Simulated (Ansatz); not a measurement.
# One shape, several levels: AlSiH5 (AlH2(SiH3))

Aim: a comparison of 6 runs (BLYP/STO-3G, CAM-B3LYP/STO-3G, UPBE/STO-3G, wB97X/STO-3G, MP2/STO-3G, UCCSD(T)/STO-3G) of AlSiH5 (AlH2(SiH3)). 

The results are computed with Ansatz 0.2.0.

58 further runs of the same task are left out: 2 that didn't finish, 56 set aside as unsound or not needed.

## Step 1: The structure to begin with

AlSiH5: 7 atoms, total charge 0, spin state singlet. As SMILES, `[H][Al]([H])[SiH3]`. The Si4–Al1 distance was set to 6.053 Å, away from the relaxed value. At this shape a bond of the SMILES string is far longer than usual.

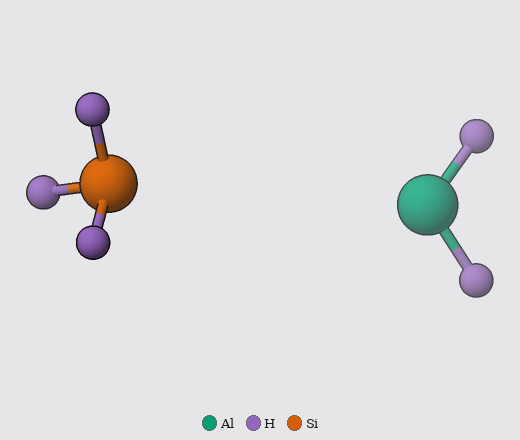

Viewed from a chosen angle; aluminium teal, hydrogen purple, silicon orange.

## Step 2: The energy at BLYP/STO-3G (run 1)

in.yaml reads:

```yaml
crystal:
  periodic: [false, false, false]
  atoms:
    - {symbol: Al, position_ang: [2.496208, 4.350975, 0.034775]}
    - {symbol: H, position_ang: [4.053578, 4.514275, 0.087385]}
    - {symbol: H, position_ang: [1.861548, 5.782465, 0.014335]}
    - {symbol: Si, position_ang: [-0.517390, -0.897790, -0.016750]}
    - {symbol: H, position_ang: [-1.851430, -0.836410, 0.625620]}
    - {symbol: H, position_ang: [0.177610, -1.992690, 0.701130]}
    - {symbol: H, position_ang: [-0.795620, -1.472990, -1.353750]}
basis:
  gaussian: {orbitals: STO-3G}
hamiltonian: {xc: {name: BLYP}}
accuracy: high
```

The run is started by

```bash
ansatz run in.yaml --threads 1 --pin off --max-ram 2610MiB --events-out events.jsonl --progress --plain --runs-dir runs
```

The program printed:

```text
Warning: RAYON_NUM_THREADS=1 ignored (pool sized by the plan → 1); use --threads N
Functional definition: BLYP
  name "BLYP"
  parameter beta = 0.0042
  parameter a = 0.04918
  parameter b = 0.132
  parameter c = 0.2533
  parameter d = 0.349
  exchange = b88_x(beta = beta)
  correlation = lyp_c(a = a, b = b, c = c, d = d)
346 factors; integrals over basis functions are off by at most 1.1e-8 eV
mean field evaluation 1: about -14368.0453 eV, gradient 2.8e1 eV
mean field evaluation 2: about -14271.8902 eV, gradient 5.9e1 eV
mean field evaluation 4: about -14364.4233 eV, gradient 2.1e1 eV
mean field evaluation 8: about -14370.5985 eV, gradient 1.1e1 eV
mean field evaluation 16: about -14376.6165 eV, gradient 2.0e-1 eV
mean field -14376.61694097 eV, -528.3309277598 hartree, gradient 1.3e-8 eV, S^2 0.000000; 1 other end points of the search recorded, 0 dependent functions left out
reference -14376.61699772 eV, -528.3309298453 hartree; 16, 16 occupied and 7, 7 virtual orbitals, 346 factors
Total energy: -14376.61699772 eV, -528.3309298453 hartree
```

It took 2 s on 1 thread of Arm Neoverse V1, shared host; peak memory 0.11 GiB.

## Step 3: The energy at CAM-B3LYP/STO-3G (run 2)

in.yaml, as its differences from that of step 2:

```diff
@@ -12,3 +12,3 @@
   gaussian: {orbitals: STO-3G}
-hamiltonian: {xc: {name: BLYP}}
+hamiltonian: {xc: {name: CAM-B3LYP}}
 accuracy: high
```

The run is started by

```bash
ansatz run in.yaml --threads 1 --pin off --max-ram 2610MiB --events-out events.jsonl --progress --plain --runs-dir runs
```

The program printed:

```text
Warning: RAYON_NUM_THREADS=1 ignored (pool sized by the plan → 1); use --threads N
Functional definition: CAM-B3LYP
  name "CAM-B3LYP"
  parameter alpha = 0.19
  parameter beta = 0.46
  parameter omega = 0.33/bohr
  parameter ac = 0.81
  exchange = (1 - alpha - beta)*b88_x + beta*b88_x_sr(omega) + alpha*exact_x + beta*exact_x_lr(omega)
  correlation = (1 - ac)*vwn5_c + ac*lyp_c
346 factors; integrals over basis functions are off by at most 1.1e-8 eV
188 factors; integrals over basis functions are off by at most 1.1e-9 eV
mean field evaluation 1: about -14370.3892 eV, gradient 1.9e1 eV
mean field evaluation 2: about -14363.6999 eV, gradient 2.9e1 eV
mean field evaluation 4: about -14370.9253 eV, gradient 1.4e1 eV
mean field evaluation 8: about -14372.8530 eV, gradient 1.4e1 eV
mean field evaluation 16: about -14375.6294 eV, gradient 6.1e-6 eV
mean field -14375.62936289 eV, -528.2946349345 hartree, gradient 2.3e-8 eV, S^2 0.000000; 0 other end points of the search recorded, 0 dependent functions left out
reference -14375.62938311 eV, -528.2946356778 hartree; 16, 16 occupied and 7, 7 virtual orbitals, 346 factors
Total energy: -14375.62938311 eV, -528.2946356778 hartree
```

It took 1.6 s on 1 thread of Arm Neoverse V1, shared host; peak memory 0.11 GiB.

Runs 3 to 4 aren't shown in full; the table further down has their settings and results.

## Step 4: The energy at MP2/STO-3G (run 5)

molecule.yaml reads:

```yaml
crystal:
  periodic: [false, false, false]
  atoms:
    - {symbol: Al, position_ang: [2.496208, 4.350975, 0.034775]}
    - {symbol: H, position_ang: [4.053578, 4.514275, 0.087385]}
    - {symbol: H, position_ang: [1.861548, 5.782465, 0.014335]}
    - {symbol: Si, position_ang: [-0.517390, -0.897790, -0.016750]}
    - {symbol: H, position_ang: [-1.851430, -0.836410, 0.625620]}
    - {symbol: H, position_ang: [0.177610, -1.992690, 0.701130]}
    - {symbol: H, position_ang: [-0.795620, -1.472990, -1.353750]}
basis:
  gaussian:
    orbitals: STO-3G
correlation:
  method: mp2
  frozen_orbitals: {Al: 5, H: 0, Si: 5}
accuracy: high
```

The run is started by

```bash
ansatz run molecule.yaml --threads 1 --pin off --max-ram 2610MiB --events-out events.jsonl --progress --plain --runs-dir runs
```

The program printed, shortened:

```text
Warning: RAYON_NUM_THREADS=1 ignored (pool sized by the plan → 1); use --threads N
Functional definition: HF
  name "HF"
[...]
346 factors; integrals over basis functions are off by at most 1.1e-8 eV
[...]
mean field -14345.11039066 eV, -527.1730833919 hartree, gradient 4.3e-8 eV, S^2 0.000000; 1 other end points of the search recorded, 0 dependent functions left out; unrestricted orbitals would lower it
[...]
unrestricted determinant -14349.82522923 eV, -527.3463505135 hartree, S^2 1.0044
10 core orbitals not correlated: weight in the atoms' cores, before any rotation towards them, 1.000 or more for the frozen orbitals, at most 0.000 for the correlated occupied ones
reference -14345.11039066 eV, -527.1730833919 hartree; 6, 6 occupied and 7, 7 virtual orbitals, 346 factors
second order -5.85927697 eV of doubles, -0.00000000 eV of singles
Total energy: -14350.96966764 eV, -527.3884078491 hartree
```

Wall time 0.2 s (1 thread of Arm Neoverse V1, shared host).

## Step 5: The energy at UCCSD(T)/STO-3G (run 6)

in.yaml, as its differences from that of step 3:

```diff
@@ -11,4 +11,11 @@
 basis:
-  gaussian: {orbitals: STO-3G}
-hamiltonian: {xc: {name: CAM-B3LYP}}
+  gaussian:
+    orbitals: STO-3G
+magnetization:
+  spin_polarized: true
+correlation:
+  method: ccsd_t
+  frozen_orbitals: {Al: 5, H: 0, Si: 5}
 accuracy: high
+scf:
+  omitted_lower_state_checks: [cluster_reference, increment]
```

The run is started by

```bash
ansatz run in.yaml --threads 1 --pin off --max-ram 2610MiB --events-out events.jsonl --progress --plain --runs-dir runs
```

The program printed:

```text
Warning: RAYON_NUM_THREADS=1 ignored (pool sized by the plan → 1); use --threads N
[... 14 lines left out ...]
10 core orbitals not correlated: weight in the atoms' cores, before any rotation towards them, 1.000 or more for the frozen orbitals, at most 0.000 for the correlated occupied ones
[... 26 lines left out ...]
Total energy: -14352.31891624 eV, -527.4379918206 hartree
Checks for a lower state left out: cluster_reference, increment
```

It took 0.4 s on 1 thread of Arm Neoverse V1, shared host.

## Step 6: The series

```
run             level  frozen core orbitals  energy (Eh)  wall time
  1       BLYP/STO-3G                     –  -528.330930        2 s
  2  CAM-B3LYP/STO-3G                     –  -528.294636      1.6 s
  3       UPBE/STO-3G                     –  -528.099616      4.5 s
  4      wB97X/STO-3G                     –  -528.297383      5.4 s
  5        MP2/STO-3G                    10  -527.388408      0.2 s
  6   UCCSD(T)/STO-3G                    10  -527.437992      0.4 s
```

## Step 7: Outcome

| quantity | value |
| --- | --- |
| run 6: total energy | -527.43799 Eh |
| run 6: correlation energy (10 core orbitals frozen) | -91.6 mEh |
| run 6: (T) correction | -0.69 mEh |
| run 6: ⟨S²⟩ of the reference determinant | 1.004 |
| run 6: T1 diagnostic | 0.008 |

Totals of different functionals can't be ranked against each other. In run 5 the log says that unrestricted orbitals would lower the reference, so the values rest on an unstable closed-shell determinant (other closed-shell runs at this shape may share the fault). In runs 1, 2, 3, 4, 5, 6 the basis is minimal, so the values are rough. Spin contamination of the reference: run 6 ⟨S²⟩ = 1.00, run 3 ⟨S²⟩ = 0.98. Where it is this large, the reference is a mixture of spin states, and values that rest on it are in doubt. All runs together took 14 s, the longest 5.4 s.
